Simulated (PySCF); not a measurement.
**CCSD(T)/cc-pVTZ run of BOF (fluoro(oxo)borane)**

Aim: the energy change on altering one bond length of BOF (fluoro(oxo)borane) at CCSD(T)/cc-pVTZ, from 2 runs. 

Program for the calculation: PySCF 2.14.0.

4 further runs of the same task are left out: 1 that didn't finish, 3 set aside as unsound or not needed. Runs told in other sessions of the task aren't counted.

## Step 1: The system as given

The species is BOF (3 atoms), meant as a singlet with charge 0. As SMILES, `O=BF`. The shape is that of a PBE0-D4/def2-TZVP optimisation.

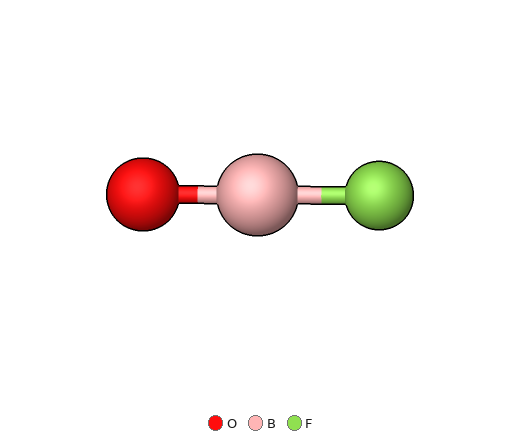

Viewed from a chosen angle; oxygen red, boron pink, fluorine green.

## Step 2: The energy at CCSD(T)/cc-pVTZ

Input file geometry.xyz:

```xyz
3
BFO
O      0.983100    -0.565100     0.479900
B      0.020300    -0.011600     0.009900
F     -1.003400     0.576800    -0.489800
```

Input file run.py:

```python
from pyscf import gto, scf, cc

mol = gto.M(
    atom='geometry.xyz',
    verbose=3,
    max_memory=1860,
    charge=0,
    basis='cc-pvtz',
)

mf = scf.RHF(mol)
mf.conv_tol = 1e-10
mf.kernel()
if not mf.converged:
    mf = mf.newton().run(mf.mo_coeff, mf.mo_occ)

mycc = cc.CCSD(mf, frozen=3)
mycc.kernel()
e_t = mycc.ccsd_t()
etot = mycc.e_tot + e_t
print(f'total energy: {etot:.8f} hartree')
```

Launch:

```
$ OMP_NUM_THREADS=1 python run.py
```

Output:

```text
converged SCF energy = -199.155551540636
E(CCSD) = -199.722605831238  E_corr = -0.5670542906017555
CCSD(T) correction = -0.021248953157261
total energy: -199.74385478 hartree
```

Wall time 19 s (1 thread of Arm Neoverse V2, shared host); peak memory 0.46 GiB.

## Step 3: The distorted shape at the same level

Input file mol.xyz:

```xyz
3
BFO
O      2.138439    -1.229288     1.043890
B      0.020300    -0.011600     0.009900
F     -1.003400     0.576800    -0.489800
```

Input file run.py:

```python
from pyscf import gto, scf, cc

mol = gto.Mole()
mol.atom = 'mol.xyz'
mol.max_memory = 1860
mol.basis = 'cc-pvtz'
mol.verbose = 3
mol.build()

mf = scf.RHF(mol)
mf.conv_tol = 1e-10
mf.kernel()
if not mf.converged:
    mf = mf.newton().run(mf.mo_coeff, mf.mo_occ)

mycc = cc.CCSD(mf, frozen=3)
mycc.kernel()
e_t = mycc.ccsd_t()
e_tot = mycc.e_tot + e_t
print(f'total energy: {e_tot:.8f} hartree')
```

Launch:

```
$ OMP_NUM_THREADS=1 python run.py
```

Output:

```text
converged SCF energy = -198.85152428559
E(CCSD) = -199.388482757396  E_corr = -0.5369584718058122
CCSD(T) correction = -0.0206371483227282
total energy: -199.40911991 hartree
```

Wall time 25 s (1 thread of Arm Neoverse V2, shared host); peak memory 0.46 GiB.

## Step 4: Outcome

Level: CCSD(T)/cc-pVTZ, 3 core orbitals frozen.

| quantity | value |
| --- | --- |
| first shape: total energy | -199.74385 Eh |
| first shape: dipole moment (Hartree–Fock density) | 2.39 D |
| first shape: HOMO energy (Hartree–Fock orbitals) | -14.24 eV |
| first shape: LUMO energy (Hartree–Fock orbitals) | 2.98 eV |
| first shape: HOMO–LUMO gap (Hartree–Fock orbitals) | 17.21 eV |
| first shape: correlation energy (3 core orbitals frozen) | -588.3 mEh |
| first shape: (T) correction | -21.25 mEh |
| first shape: T1 diagnostic | 0.016 |
| distorted shape: total energy | -199.40912 Eh |
| distorted shape: dipole moment (Hartree–Fock density) | 1.75 D |
| distorted shape: HOMO energy (Hartree–Fock orbitals) | -11.72 eV |
| distorted shape: LUMO energy (Hartree–Fock orbitals) | 0.91 eV |
| distorted shape: HOMO–LUMO gap (Hartree–Fock orbitals) | 12.63 eV |
| distorted shape: correlation energy (3 core orbitals frozen) | -557.6 mEh |
| distorted shape: (T) correction | -20.64 mEh |
| distorted shape: T1 diagnostic | 0.024 |
| energy change with the O1–B2 bond stretched from 1.206 to 2.653 Å | 9.109 eV |

In words: With the O1–B2 bond stretched from 1.206 to 2.653 Å the energy rises by 9.11 eV (210 kcal/mol). The first shape isn't relaxed at this level, so the change isn't measured from a minimum. A restricted reference can't describe the breaking bond well at this length. The triples (first shape) make up 3.6 % of the correlation energy. The T1 diagnostic (distorted shape) of 0.024 is above the customary mark for such species, so a single reference may not serve. Mulliken charges (distorted shape) of the mean-field density run from -0.13 on F3 to +0.20 on B2. The triples (distorted shape) make up 3.7 % of the correlation energy.
